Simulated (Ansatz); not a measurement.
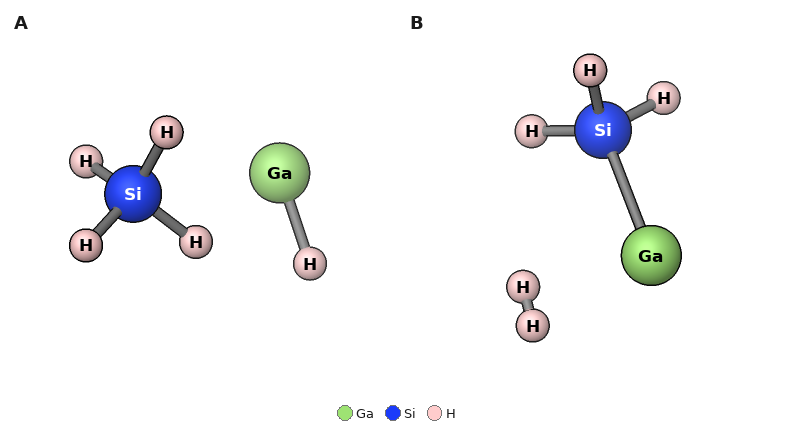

2 stationary structures of one formula. Geometries: PBE0-D4/def2-TZVP. Electronic energies: CCSD(T)/CBS (MP2 limit from def2-TZVPP and def2-QZVPP plus CCSD(T) − MP2) (Ansatz 0.2.0), without zero-point energy. Each is one conformer, not always the lowest.

> Which structure is the most stable?

A is lowest (Cs, a minimum); B lies 2.3 kcal/mol above it (a saddle point of order 1).
